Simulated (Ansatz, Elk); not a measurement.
**ScAlNi3: X-ray structure factors from the self-consistent density**

The structure of ScAlNi3 used here is made up (a known structure type with other elements) and was relaxed beforehand with PBEsol. The aim is the Fourier transform of its all-electron density, F(hkl), set beside the sum over free spherical atoms that refinements use.

Calculated with Elk 11.2.3 (patched build); DFT, PBE, all-electron APW+lo, Dirac cores, scalar-relativistic bands, static density, no spin.

The structure was built from a prototype and need not be the compound's stable phase.

## Step 1: Starting point

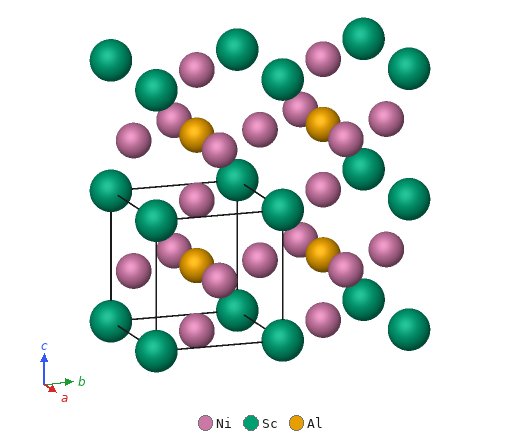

The cell as given, slightly off an axis (nickel pink, scandium teal, aluminium orange). 1×2×2 cells are drawn. Some periodic images of atoms are drawn too.

As a file:

```cif
data_structure
_symmetry_space_group_name_H-M 'P 1'
_symmetry_Int_Tables_number 1
_cell_length_a 4.2348
_cell_length_b 4.2348
_cell_length_c 4.2348
_cell_angle_alpha 90.000
_cell_angle_beta 90.000
_cell_angle_gamma 90.000
_cell_volume 75.94
loop_
_atom_site_label
_atom_site_type_symbol
_atom_site_fract_x
_atom_site_fract_y
_atom_site_fract_z
_atom_site_occupancy
Ni1 Ni 0.50000 0.50000 0.00000 1
Ni2 Ni 0.50000 0.00000 0.50000 1
Ni3 Ni 0.00000 0.50000 0.50000 1
Sc4 Sc 0.00000 0.00000 0.00000 1
Al5 Al 0.50000 0.50000 0.50000 1
```

## Step 2: Ground state and structure factors

An all-electron density is needed, since X-rays see the cores too. Task 0 finds the density and task 195 Fourier-transforms it; tshift is off so that phases refer to the origin typed.

elk.in reads:

```
tasks
  0
  195

xctype
  20

spinpol
  .false.

rgkmax
  7.0

gmaxvr
  14.0

lmaxo
  7

lmaxapw
  8

swidth
  0.002

tshift
  .false.

ramdisk
  .false.

hmaxvr
  5.5

maxscl
  120

epspot
  1e-06

sppath
  './'

avec
  8.00253876987 0.00000000000 0.00000000000
  0.00000000000 8.00253876987 0.00000000000
  0.00000000000 0.00000000000 8.00253876987

atoms
  3
  'Ni.in'
  3
  0.5000000000 0.5000000000 0.0000000000   0.000000 0.000000 0.000000
  0.5000000000 0.0000000000 0.5000000000   0.000000 0.000000 0.000000
  -0.0000000000 0.5000000000 0.5000000000   0.000000 0.000000 0.000000
  'Sc.in'
  1
  0.0000000000 0.0000000000 -0.0000000000   0.000000 0.000000 0.000000
  'Al.in'
  1
  0.5000000000 0.5000000000 0.5000000000   0.000000 0.000000 0.000000

ngridk
  5 5 5
```

On the command line:

```
$ OMP_NUM_THREADS=4 elk
```

Numbers of over 12 decimals in the logs are rounded to 6 here.

The log of the run:

```text
┌─────────────────────────┐
│ Elk code version 11.2.3 │
└─────────────────────────┘

All units are atomic (Hartree, Bohr, etc.)

┌─────────────────────────────────────────────────┐
│ Ground-state run starting from atomic densities │
└─────────────────────────────────────────────────┘

Lattice vectors :
   8.002538770       0.000000000       0.000000000
   0.000000000       8.002538770       0.000000000
   0.000000000       0.000000000       8.002538770

Reciprocal lattice vectors :
  0.7851489993       0.000000000       0.000000000
   0.000000000      0.7851489993       0.000000000
   0.000000000       0.000000000      0.7851489993

Unit cell volume      :    512.4875985
Brillouin zone volume :   0.4840121286

Muffin-tin inner radius fraction :   0.1000000000E-01

Nuclei treated as point charges

Species : 1 (Ni)
 parameters loaded from : Ni.in
 name : nickel
 nuclear charge    :   -28.00000000
 electronic charge :    28.00000000
 atomic mass :    106991.5231
 muffin-tin radius :    2.061531853
 number of radial points in muffin-tin :    993
 inner part over the whole radius :   0.9922814973E-02
 number on inner part of muffin-tin    :    698
 approximate nuclear radius :   0.7325707712E-04
 number of mesh points to nuclear radius :    338
 atomic positions (lattice), magnetic fields (Cartesian) :
  1 :   0.50000000  0.50000000  0.00000000    0.00000000  0.00000000  0.00000000
  2 :   0.50000000  0.00000000  0.50000000    0.00000000  0.00000000  0.00000000
  3 :   0.00000000  0.50000000  0.50000000    0.00000000  0.00000000  0.00000000

Species : 2 (Sc)
 parameters loaded from : Sc.in
 name : scandium
 nuclear charge    :   -21.00000000
 electronic charge :    21.00000000
 atomic mass :    81949.61073
 muffin-tin radius :    2.400000000
 number of radial points in muffin-tin :    993
 inner part over the whole radius :   0.9898716403E-02
 number on inner part of muffin-tin    :    698
 approximate nuclear radius :   0.6711386133E-04
 number of mesh points to nuclear radius :    323
 atomic positions (lattice), magnetic fields (Cartesian) :
  1 :   0.00000000  0.00000000  0.00000000    0.00000000  0.00000000  0.00000000

Species : 3 (Al)
 parameters loaded from : Al.in
 name : aluminium
 nuclear charge    :   -13.00000000
 electronic charge :    13.00000000
 atomic mass :    49184.33496
 muffin-tin radius :    1.889737532
 number of radial points in muffin-tin :    793
 inner part over the whole radius :   0.9902806629E-02
 number on inner part of muffin-tin    :    550
 approximate nuclear radius :   0.5839653600E-04
 number of mesh points to nuclear radius :    246
 atomic positions (lattice), magnetic fields (Cartesian) :
  1 :   0.50000000  0.50000000  0.50000000    0.00000000  0.00000000  0.00000000

Total number of atoms per unit cell :    5
Total muffin-tin volume :    196.2718529
 ratio of muffin-tin to unit cell volume :   0.3829787364

Spin treatment :
 spin-unpolarised

Number of Bravais lattice symmetries :   48
Number of crystal symmetries         :   48
Crystal has inversion symmetry
Real symmetric eigensolver will be used

k-point grid :      5     5     5
k-point offset :    0.000000000       0.000000000       0.000000000
k-point set is reduced with full crystal symmetry group
Total number of k-points :       10

Muffin-tin radius times maximum |G+k| :    7.000000000
 using average radius
Maximum |G+k| for APW functions       :    3.341501525
Maximum (1/2)|G+k|²                   :    5.582816222
Maximum |G| for potential and density :    14.00000000
Constant for pseudocharge density :    8
 order of it for each species :   15  15  15
 order of it for pair densities of each species (exact exchange by exxq0 0: 16) :    9  13   7
Radial integration step length :    1

G-vector grid sizes :     36    36    36
Number of G-vectors :    23703

Maximum angular momentum used for
 APW functions            :    8
 outer part of muffin-tin :    7
 inner part of muffin-tin :    2

Total nuclear charge    :   -118.0000000
[...]
electron entropic           :    -0.99939415727778E-03
 total energy                :     -5569.8198648575

Density of states at Fermi energy :    80.03004986
 (states/Hartree/unit cell)

Estimated indirect band gap :   0.1874136132E-02
 from k-point 8 to k-point 2
Estimated direct band gap   :   0.8505945384E-02
 at k-point 8

Charges :
 core                        :    50.00000000
 valence                     :    68.00000000
 interstitial                :    7.415984915
 muffin-tins (core leakage)
  species : 1 (Ni)
   atom 1                    :    27.08758669     (  0.1651215498E-02)
[...]
species : 2 (Sc)
[...]
species : 3 (Al)
[...]
total in muffin-tins        :    110.5840151
 total calculated charge     :    117.9925096
 total charge                :    118.0000000
 error                       :   0.7490396570E-02

RMS change in Kohn-Sham potential (target) :   0.5821842749     (  0.1000000000E-05)
Absolute change in total energy (target)   :   0.2689227057     (  0.1000000000E-03)

[... loops 3 to 18 left out ...]

┌──────────────────┐
│ Loop number : 19 │
└──────────────────┘

Energies :
 Fermi                       :     0.248168
 sum of occupied eigenvalues :     -3198.9632876745
 electron kinetic            :      5649.6252165563
 core electron kinetic       :      5055.4629919776
 Coulomb                     :     -10970.486514944
 Coulomb potential           :     -8525.9027279695
 nuclear-nuclear             :     -865.14829636753
 electron-nuclear            :     -11710.318455510
 Hartree                     :      1604.9802369336
 Madelung                    :     -6707.5351509592
 xc potential                :     -322.68577626127
 exchange                    :     -243.21742817287
 correlation                 :     -5.394862
 electron entropic           :    -0.17341221075177E-02
 total energy                :     -5569.4753227658

Density of states at Fermi energy :    133.6145852
 (states/Hartree/unit cell)

Estimated indirect band gap :   0.6926354790E-02
 from k-point 5 to k-point 8
Estimated direct band gap   :   0.1746219747E-01
 at k-point 6

Charges :
 core                        :    50.00000000
 valence                     :    68.00000000
 interstitial                :    8.422594800
 muffin-tins (core leakage)
  species : 1 (Ni)
[...]
species : 2 (Sc)
[...]
species : 3 (Al)
[...]
total in muffin-tins        :    109.5774052
 total calculated charge     :    117.9925591
 total charge                :    118.0000000
 error                       :   0.7440932211E-02

RMS change in Kohn-Sham potential (target) :   0.2474641201E-06 (  0.1000000000E-05)
Absolute change in total energy (target)   :   0.4213288776E-05 (  0.1000000000E-03)

Convergence targets achieved

┌──────────────────┐
│ Loop number : 20 │
└──────────────────┘

Energies :
 Fermi                       :     0.248168
 sum of occupied eigenvalues :     -3198.9632942759
 electron kinetic            :      5649.6252066125
 core electron kinetic       :      5055.4629931047
 Coulomb                     :     -10970.486507790
 Coulomb potential           :     -8525.9027334216
 nuclear-nuclear             :     -865.14829636753
 electron-nuclear            :     -11710.318435880
 Hartree                     :      1604.9802244578
 Madelung                    :     -6707.5351410789
 xc potential                :     -322.68576746684
 exchange                    :     -243.21742748273
 correlation                 :     -5.394862
 electron entropic           :    -0.17341221306197E-02
 total energy                :     -5569.4753248702

Density of states at Fermi energy :    133.6145834
 (states/Hartree/unit cell)

Estimated indirect band gap :   0.6926351757E-02
 from k-point 5 to k-point 8
Estimated direct band gap   :   0.1746219494E-01
 at k-point 6

Charges :
 core                        :    50.00000000
 valence                     :    68.00000000
 interstitial                :    8.422595243
 muffin-tins (core leakage)
  species : 1 (Ni)
[...]
atom 3                    :    26.54621080     (  0.1678114517E-02)
  species : 2 (Sc)
   atom 1                    :    18.90432687     ( -0.2164020163E-06)
  species : 3 (Al)
   atom 1                    :    11.03444548     (  0.2535433462E-02)
 total in muffin-tins        :    109.5774048
 total calculated charge     :    117.9925591
 total charge                :    118.0000000
 error                       :   0.7440932258E-02

┌──────────────────────────────┐
│ Self-consistent loop stopped │
└──────────────────────────────┘

Warning : core states of species 1 leak from the muffin-tin :   0.1678114517E-02

Warning : core states of species 3 leak from the muffin-tin :   0.2535433462E-02

Wrote STATE.OUT
```

The job ended after 19 s (4 threads of Arm Neoverse V2, shared host; peak memory 0.19 GiB).

SFACRHO.OUT:

```text

h k l indices transformed by vhmat matrix:
   1.000000000       0.000000000       0.000000000    
   0.000000000       1.000000000       0.000000000    
   0.000000000       0.000000000       1.000000000    

      h      k      l  multipl.   |H|            Re(F)            Im(F)           |F|

      0      0      0      1   0.0000000       118.00000      0.24802985E-16   118.00000    
      0      1      0      6  0.78514900      -18.664003      0.31994054E-13   18.664003    
      0     -1      1     12   1.1103684       2.2909119     -0.24518844E-14   2.2909119    
      1     -1     -1      8   1.3599180       71.820328      0.19502846E-13   71.820328    
     -2      0      0      6   1.5702980       85.021555      0.56487969E-13   85.021555    
     -1      0     -2     24   1.7556465      -14.702360     -0.48726320E-13   14.702360    
     -2      1      1     24   1.9232144       1.6211871     -0.43800851E-13   1.6211871    
     -2      2      0     12   2.2207367       71.640824      0.37828175E-14   71.640824    
     -2     -1      2     24   2.3554470      -12.916999     -0.36675312E-13   12.916999    
      3      0      0      6   2.3554470      -12.962034      0.15130861E-13   12.962034    
     -3      0     -1     24   2.4828591       1.5000240     -0.39494647E-14   1.5000240    
     -3     -1      1     24   2.6040446       50.886196      0.97170730E-14   50.886196    
      2      2      2      8   2.7198359       62.565657     -0.13264176E-12   62.565657    
      0     -2     -3     24   2.8308950      -11.479182     -0.39320883E-13   11.479182    
     -2      3      1     48   2.9377586       1.4342686     -0.27678533E-13   1.4342686    
      0      0      4      6   3.1405960       55.930541     -0.75497558E-13   55.930541    
      0      4     -1     24   3.2372523      -10.292946      0.33159602E-14   10.292946    
      3      2      2     24   3.2372523      -10.197191      0.58806781E-13   10.197191
```

Elk indexes on the primitive cell of elk.in and gives |H| = 4π sin θ/λ in inverse bohr. Below, one row stands for each form hkl of the conventional cell (m members, Friedel mates merged), F is for one primitive cell and the density is static (no thermal factor). Free-atom factors are Waasmaier and Kirfel's, and R is Σm||F|−|F'||/Σm|F|.

```
hkl   m  sin θ/λ (Å⁻¹)  abs F, DFT  neutral atoms   diff.
100   6          0.118      18.664         18.222  +0.442
110  12          0.167       2.291          2.500  -0.209
111   8          0.204      71.820         71.885  -0.065
200   6          0.236      85.022         85.390  -0.369
210  24          0.264      14.702         14.854  -0.152
211  24          0.289       1.621          1.631  -0.010
220  12          0.334      71.641         71.864  -0.223
221  24          0.354      12.917         13.061  -0.144
300   6          0.354      12.962         13.061  -0.099
310  24          0.373       1.500          1.450  +0.050
311  24          0.392      50.886         50.969  -0.082
222   8          0.409      62.566         62.663  -0.097
320  24          0.426      11.479         11.566  -0.087
321  48          0.442       1.434          1.402  +0.032
```

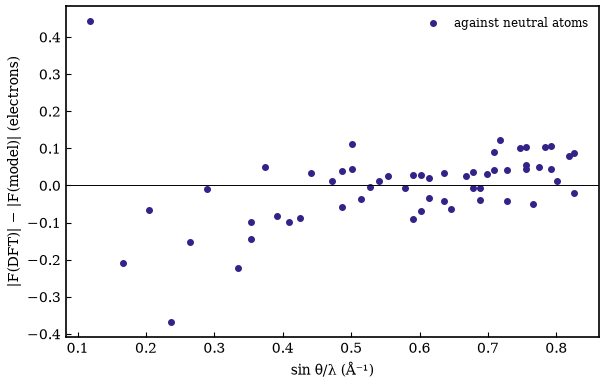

Difference between the calculated structure factors and the independent-atom ones.

## Step 3: The highest occupied states alone

An energy window below the Fermi level keeps the highest occupied states, to see at which angles they scatter; shallow core shells can lie inside it and anion s states outside. No new self-consistency is needed.

Changes to elk.in since step 2:

```diff
@@ -1,3 +1,2 @@
 tasks
-  0
   195
@@ -40,2 +39,5 @@
 
+wsfac
+  -0.192820 0.548170
+
 sppath
```

On the command line:

```
$ OMP_NUM_THREADS=4 elk
```

The log of the run:

```text
┌─────────────────────────────────┐
│ Elk code version 11.2.3 started │
└─────────────────────────────────┘

Info(readinput): the functional depends on the density's gradient
 muffin-tin radial points multiplied by    2.00000
 (not where nrmtscf is given)

┌────────────────────┐
│ Current task : 195 │
└────────────────────┘
Info(checkmt): changed muffin-tin radius of species 1 (Ni) from   2.4000 to   2.0615
Info(checkmt): changed muffin-tin radius of species 3 (Al) from   2.2000 to   1.8897

Info(sfacrho): density structure factors written to SFACRHO.OUT

 Energy window :  -0.1928200000      0.5481700000

┌──────────────────┐
│ Elk code stopped │
└──────────────────┘
```

Wall time 7.4 s (4 threads); peak memory 0.16 GiB; 8.9 s of CPU time.

States within 12 eV below the Fermi level hold 36.00 electrons; any levels below the window count with the cores. Their amplitudes can exceed the total, where window and core parts have opposite phase:

```
hkl  sin θ/λ (Å⁻¹)  abs F, window  abs F, all
100          0.118          8.380      18.664
110          0.167          5.789       2.291
111          0.204         17.157      71.820
200          0.236         15.113      85.022
210          0.264          4.199      14.702
211          0.289          4.033       1.621
220          0.334         10.272      71.641
221          0.354          2.917      12.917
300          0.354          2.954      12.962
310          0.373          2.791       1.500
```

## Step 4: Another functional

The difference from free atoms is small, so it is set against the change that LDA (Perdew-Wang) makes.

Changes to elk.in since step 3:

```diff
@@ -1,2 +1,3 @@
 tasks
+  0
   195
@@ -4,3 +5,3 @@
 xctype
-  20
+  3
 
@@ -39,5 +40,2 @@
 
-wsfac
-  -0.192820 0.548170
-
 sppath
```

On the command line:

```
$ OMP_NUM_THREADS=4 elk
```

The log of the run:

```text
┌─────────────────────────┐
│ Elk code version 11.2.3 │
└─────────────────────────┘

All units are atomic (Hartree, Bohr, etc.)

┌─────────────────────────────────────────────────┐
│ Ground-state run starting from atomic densities │
└─────────────────────────────────────────────────┘

Lattice vectors :
   8.002538770       0.000000000       0.000000000
   0.000000000       8.002538770       0.000000000
   0.000000000       0.000000000       8.002538770

Reciprocal lattice vectors :
  0.7851489993       0.000000000       0.000000000
[...]
species : 2 (Sc)
   atom 1                    :    18.92193790     ( -0.3512670833E-05)
  species : 3 (Al)
   atom 1                    :    11.04519670     (  0.2677220009E-02)
 total in muffin-tins        :    109.6508143
 total calculated charge     :    117.9921624
 total charge                :    118.0000000
 error                       :   0.7837562079E-02

┌──────────────────────────────┐
│ Self-consistent loop stopped │
└──────────────────────────────┘

Warning : core states of species 1 leak from the muffin-tin :   0.1759539431E-02

Warning : core states of species 3 leak from the muffin-tin :   0.2677220009E-02

Wrote STATE.OUT
[key lines of the parts left out:]
total energy                :     -5559.5431233046
```

Elapsed: 10 s, on 4 threads; peak memory 0.16 GiB; 24 s of CPU time.

Against the first run R = 0.09 %; the largest change is -0.058 at 220.

## Step 5: A coarser k-mesh

About half the k-points along each axis test the sampling.

Changes to elk.in since step 4:

```diff
@@ -5,3 +5,3 @@
 xctype
-  3
+  20
 
@@ -63,2 +63,2 @@
 ngridk
-  5 5 5
+  2 2 2
```

On the command line:

```
$ OMP_NUM_THREADS=4 elk
```

The log of the run:

```text
┌─────────────────────────┐
│ Elk code version 11.2.3 │
└─────────────────────────┘

All units are atomic (Hartree, Bohr, etc.)

┌─────────────────────────────────────────────────┐
│ Ground-state run starting from atomic densities │
└─────────────────────────────────────────────────┘

Lattice vectors :
   8.002538770       0.000000000       0.000000000
   0.000000000       8.002538770       0.000000000
   0.000000000       0.000000000       8.002538770

Reciprocal lattice vectors :
  0.7851489993       0.000000000       0.000000000
[...]
species : 2 (Sc)
   atom 1                    :    18.85538013     ( -0.2164140085E-06)
  species : 3 (Al)
   atom 1                    :    11.03045843     (  0.2533383579E-02)
 total in muffin-tins        :    109.4697855
 total calculated charge     :    117.9926903
 total charge                :    118.0000000
 error                       :   0.7309713078E-02

┌──────────────────────────────┐
│ Self-consistent loop stopped │
└──────────────────────────────┘

Warning : core states of species 1 leak from the muffin-tin :   0.1671469931E-02

Warning : core states of species 3 leak from the muffin-tin :   0.2533383579E-02

Wrote STATE.OUT
[key lines of the parts left out:]
total energy                :     -5569.4643253508
```

Elapsed: 14 s, on 4 threads; peak memory 0.18 GiB.

Against the first run R = 0.05 %; the largest change is -0.083 at 111.

## Step 6: Settings against the effect

```
              run  R against the first run (%)  R against neutral atoms, low angle (%)  wall time
    PBE, rgkmax 7                         0.00                                    0.73       19 s
LDA (Perdew-Wang)                         0.09                                    0.72       10 s
     k-mesh 2×2×2                         0.05                                    0.80       14 s
```

## Step 7: What came out

- R against neutral atoms, sin θ/λ < 0.3 Å⁻¹: 0.73 %
- R against neutral atoms, 0.3 to 0.83 Å⁻¹: 0.39 %

Independent neutral atoms miss the calculated amplitudes by R = 0.73 % below 0.3 Å⁻¹ and 0.39 % from there to 0.83 Å⁻¹; by shells, 2.37 % below 0.15 Å⁻¹ (1 form), 0.61 % 0.15 to 0.3 (5 forms), 0.43 % 0.3 to 0.45 (8 forms), 0.39 % above 0.45 (43 forms). Bonding, aspherical density and the tables' own atoms all enter these figures, and the runs don't part them. The largest change of an amplitude is +0.44 electrons, at 100. The window's part falls from 36.0 electrons at the origin to at most 5.69 between 0.45 and 0.83 Å⁻¹, where compact states inside the window still scatter. Below 0.3 Å⁻¹ the changes that finished (LDA (Perdew-Wang) and k-mesh 2×2×2) move F by R = 0.09 % at most, against the 0.73 % that separates it from free atoms. The basis has no finished test. These runs have no spin, though d or f shells may be open. Part of the difference isn't bonding: the tables are fits to free atoms and ions calculated by other methods than this functional. Thermal motion, anomalous dispersion and extinction are left out.

[Logs are printed without paths, hosts, clocks, repeated set-up lines and the standing remarks that a program may print on its own settings, such as how far it seeks lower states.]

[Hosts, paths, dates, database ids (printed as entryN), source tags and the programs' standing remarks are cut or masked in the printed files.]
